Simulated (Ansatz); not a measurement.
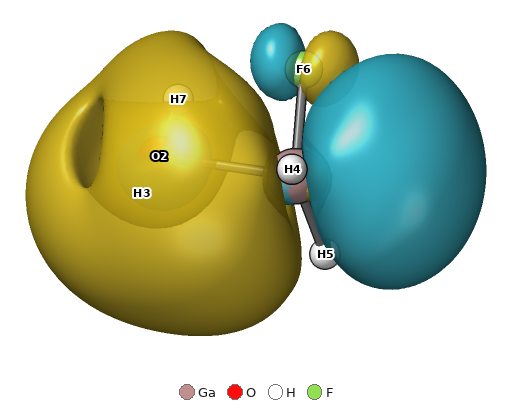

The picture shows: FGaH4O. The LUMO at ±0.06 Å⁻³ᐟ² (yellow and cyan are the two phases), seen at a tilt.

All numbers below come from RKS B3LYP/def2-SVP (Ansatz).

```tsv
atom	x (Å)	y (Å)	z (Å)
Ga	0.0205	0.3297	-0.1749
O	-0.0005	0.0439	1.9686
H	-0.8523	-0.2416	2.3324
H	1.4228	-0.1902	-0.6261
H	-1.4237	-0.1402	-0.5725
F	0.0518	2.0515	0.3962
H	0.0209	1.0200	2.0666
```

What is the character of this orbital?

By Hirshfeld shares it lies mainly on Ga1 (about 50 %), H3 (about 20 %) and O2 (about 15 %). Its energy is −0.32 eV.
